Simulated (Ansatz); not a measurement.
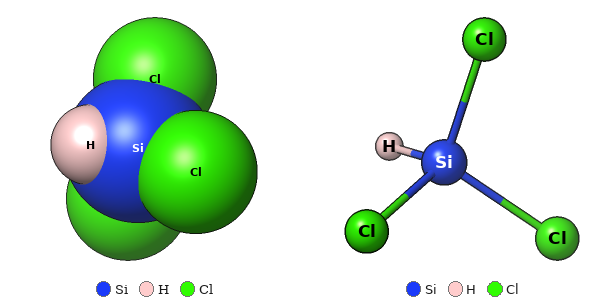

Both panels show the same species.

Computed geometry: PBE0-D4/def2-TZVP optimisation.

Describe the molecule.

The molecule is Cl₃HSi. This geometry has C3v symmetry. Coordination: 1 Si tetrahedral.

More results for the same structure follow; atom numbers are the same in all pictures, views and colours differ.

### Thermal motion

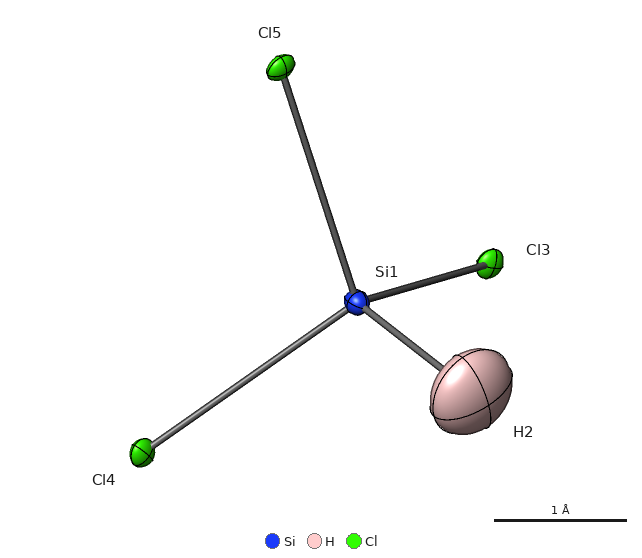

Displacement ellipsoids at the 50 % level, enlarged 1.5 times, from the internal vibrations of the free molecule (harmonic, no overall translation or rotation; no half-axis is drawn under 0.075 Å). Vibrations computed with RKS PBE0-D4/def2-TZVP (Ansatz 0.2.0). Temperature: 298 K.

Give the displacement parameters, one line for each set of equivalent atoms.

```json
{"atom": "Si1", "U_eq (Å²)": "0.0018", "rms amplitudes (Å)": "0.040, 0.040, 0.047"}
{"atom": "H2", "U_eq (Å²)": "0.0190", "rms amplitudes (Å)": "0.096, 0.155, 0.155"}
{"atom": "Cl3, Cl4, Cl5", "U_eq (Å²)": "0.0018", "rms amplitudes (Å)": "0.014, 0.048, 0.053"}
```

### Electronic properties

Properties computed with RKS PBE0-D4/def2-TZVPP (Ansatz 0.2.0).

What does the calculation give?

- HOMO energy (Kohn–Sham orbital): −9.39 eV
- LUMO energy (Kohn–Sham orbital): −0.06 eV
- HOMO–LUMO gap: 9.33 eV

### Dipole moment

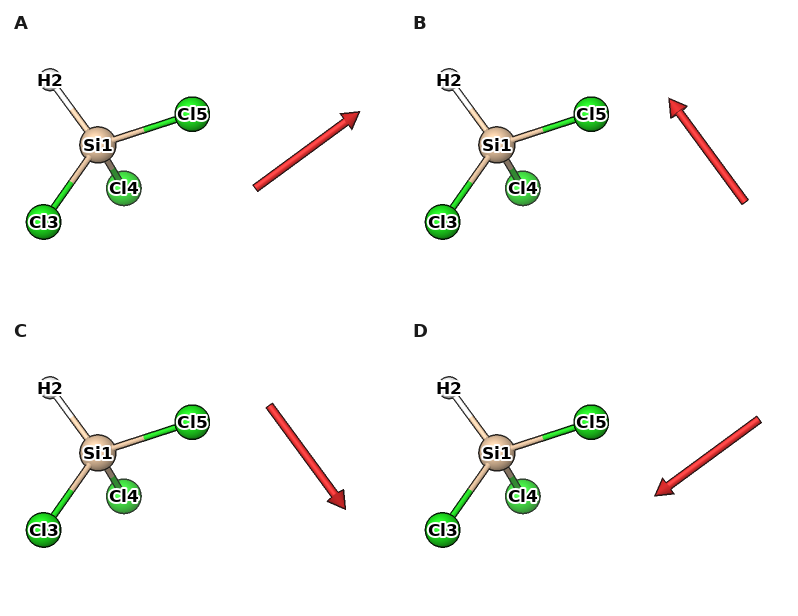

The same molecule four times, each with an arrow. Method: RKS PBE0-D4/def2-TZVP (Ansatz 0.2.0).

Which arrow points along the dipole moment, from the negative to the positive end?

Answer. B. The dipole moment is 0.78 D; it points from the side of Cl3, Cl4, Cl5 to the side of H2 (the outermost atoms at the two ends).

### Vibrations

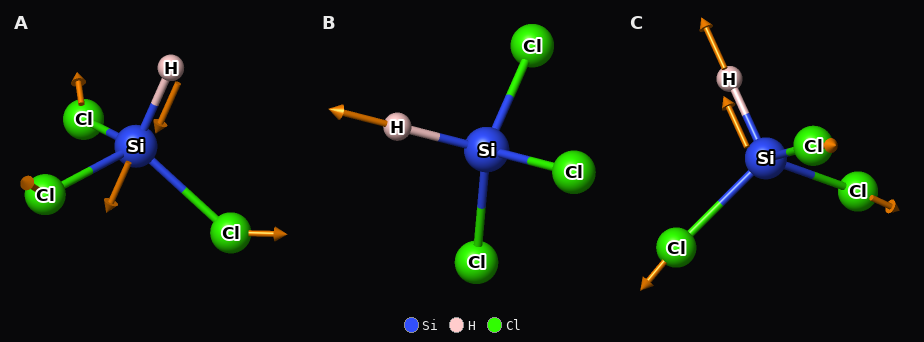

3 normal modes of one molecule or complex, as arrows. Harmonic vibrations computed with RKS PBE0-D4/def2-TZVP (Ansatz 0.2.0) at a stationary point of the same level.

Match the panels to the wavenumbers 250 cm⁻¹, 496 cm⁻¹, 2307 cm⁻¹.

Answer. A: 250 cm⁻¹, angle bending
B: 2307 cm⁻¹, Si–H stretching
C: 496 cm⁻¹
